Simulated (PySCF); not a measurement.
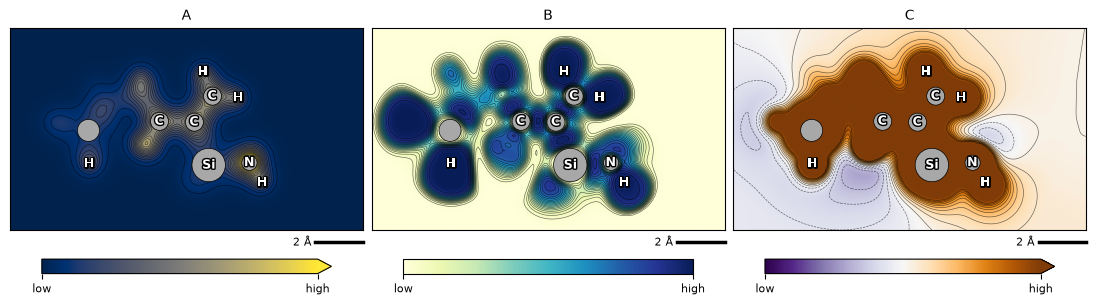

C₅H₁₃NOSi₂: 3 fields on the plane of atoms C2, C1 and H11, with unlabelled colour scales. Grey discs cover the atomic cores.

Geometry: GFN2-xTB.

The calculation used PBE0/pcSseg-1, SCF density, gas phase, non-relativistic (PySCF).

Which field does each panel show? The fields are: electron density, electron localisation function and electrostatic potential.

Panel A: electron density. Panel B: electron localisation function. Panel C: electrostatic potential (strongly positive close to the atoms, with negative regions outside electron-rich atoms). From the grid: C–C (1.33 Å): ρ is about 2.3 e/Å³ halfway; the ELF peaks at about 0.95 between the atoms (a short, multiple covalent bond). Si–N (1.73 Å): ρ at the midpoint is about 1.1 e/Å³; the ELF peaks at about 0.90 between the atoms: a polar covalent bond.
